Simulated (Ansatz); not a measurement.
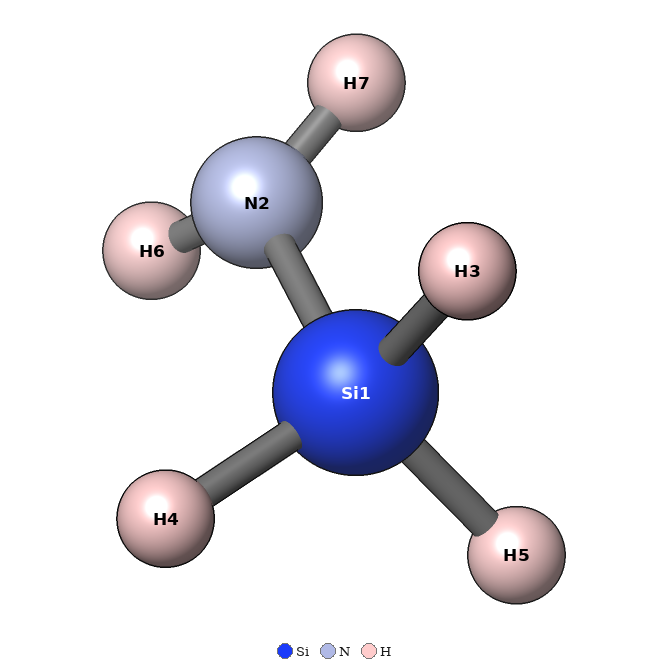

Atoms carry their numbers in the input. Computed geometry: PBE0-D4/def2-TZVP optimisation. No frequency run is at hand to confirm it as a minimum.

List the bonds and their lengths.

```csv
bond,length (Å)
Si1–N2,1.720
Si1–H3,1.486
Si1–H4,1.486
Si1–H5,1.494
N2–H6,1.007
N2–H7,1.007
```
